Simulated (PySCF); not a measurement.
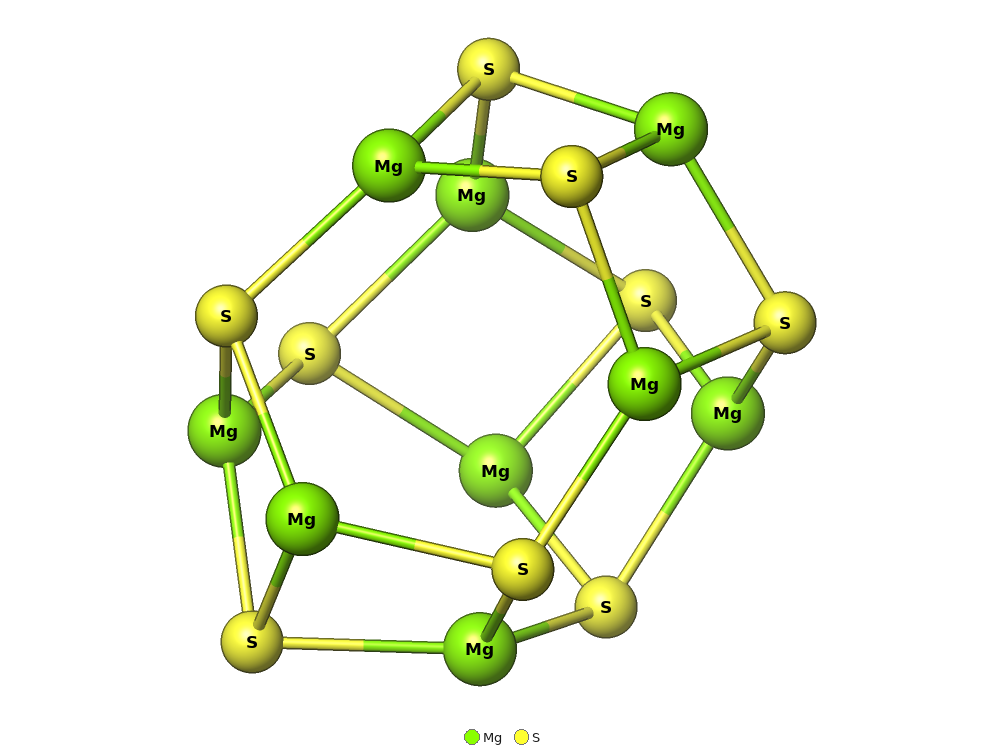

The geometry was computed by an optimisation with GFN1-xTB. No frequency run is at hand to confirm it as a minimum. Properties computed with PBE0/6-31G*, gas phase (PySCF 2.14.0). Excitations: vertical, linear response.

Predict the main results.

The species is Mg9S9.
- HOMO energy (Kohn–Sham orbital): −6.96 eV
- LUMO energy (Kohn–Sham orbital): −1.92 eV
- HOMO–LUMO gap: 5.03 eV
- mean static polarisability: 329.6 bohr³
- lowest vertical singlet excitation: 4.20 eV
- its oscillator strength: 0.000

The geometry is semi-empirical. Around Mg such bond lengths and angles can be off by a tenth of an ångström or more and by several degrees, and values that hang on the shape move with them.
